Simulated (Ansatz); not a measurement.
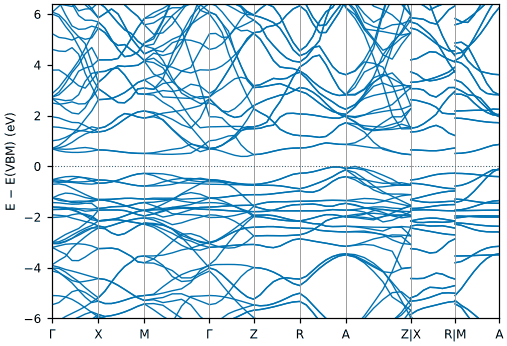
Figure: Band structure from DFT-r²SCAN in the program Ansatz with PAW potentials

**Question.** Read off the gap and where the band edges lie.

**Answer.** About 0.4 eV (0.38 eV by a search for the band edges); maximum on the A–Z line, 12 % of the way from A, minimum on the Γ–Z line, 78 % of the way from Γ.

**Question.** Which of these materials gives this?
A) In3Ru, P4_2/mnm (In on 8j, In on 4c, Ru on 4f)
B) GaN, P4_2/mnm (Ga on 4g, N on 4f)
C) K2PtCl4, P4/mmm (K on 2e, Pt on 1a, Cl on 4j)
D) LiCa2CuN2, P4_2/mnm (Li on 2a, Ca on 4d, Cu on 2b, N on 4f)

**Answer.** A, In3Ru, P4_2/mnm (In on 8j, In on 4c, Ru on 4f)

The workflow started from a Materials Project entry (that database holds measured and hypothetical structures alike); the Crystallography Open Database copy checked does not list it. Whether it is the stable phase at ambient conditions was not checked. The r²SCAN relaxation kept the symmetry of its start; whether a distortion lowers the energy is not shown. No spin polarisation was allowed. Spin–orbit coupling is left out wherever it is not named.

Potentials: the later of the program's two PAW sets.
